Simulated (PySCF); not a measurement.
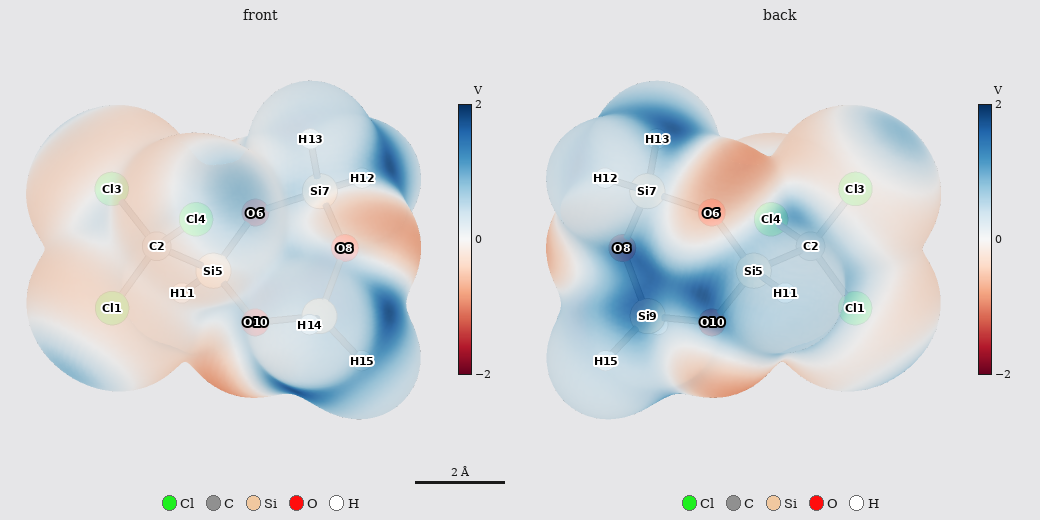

Figure 1: CH$_{5}$Cl$_{3}$O$_{3}$Si$_{3}$ (SMILES ClC(Cl)(Cl)[SiH]1O[SiH2]O[SiH2]O1). The electrostatic potential painted on the density surface at 0.002 e/bohr³, seen from the front and from behind; red is negative and blue positive.

Geometry: PBE0-D3(BJ)/def2-SVP.

These are results of PySCF 2.14.0, PBE0/pcSseg-1, SCF density, gas phase, non-relativistic, not measurements.

```yaml
atoms:
  - { symbol: Cl, position_ang: [3.3972, 0.7295, -0.6135] }
  - { symbol: C, position_ang: [2.2060, -0.3925, 0.0769] }
  - { symbol: Cl, position_ang: [2.8907, -2.0274, 0.1850] }
  - { symbol: Cl, position_ang: [1.7038, 0.1698, 1.6962] }
  - { symbol: Si, position_ang: [0.6614, -0.4362, -1.0490] }
  - { symbol: O, position_ang: [-0.4354, -1.4394, -0.3334] }
  - { symbol: Si, position_ang: [-1.6772, -1.0872, 0.7302] }
  - { symbol: O, position_ang: [-1.8717, 0.5631, 0.7171] }
  - { symbol: Si, position_ang: [-1.1299, 1.7951, -0.1157] }
  - { symbol: O, position_ang: [0.0388, 1.0906, -1.0828] }
  - { symbol: H, position_ang: [1.0497, -0.9045, -2.3931] }
  - { symbol: H, position_ang: [-2.9127, -1.7424, 0.2328] }
  - { symbol: H, position_ang: [-1.3187, -1.5432, 2.0953] }
  - { symbol: H, position_ang: [-0.4991, 2.7394, 0.8382] }
  - { symbol: H, position_ang: [-2.1154, 2.4705, -0.9962] }
```

Question: Where is the surface potential most negative and most positive?

Answer: The most negative region (about −0.8 V) lies over O6 and O10, the most positive (about +1.7 V) over Si5, Si7 and Si9. Cl1 shows a σ-hole: about +0.8 V at the tip opposite its bond, against about −0.2 V on its flanks. Cl3 shows a σ-hole: about +0.8 V at the tip opposite its bond, against about −0.2 V on its flanks. Cl4 shows a σ-hole: about +0.8 V at the tip opposite its bond, against about −0.2 V on its flanks.

Question: What dipole moment does the calculation give?

Answer: Its dipole moment is 1.40 D.
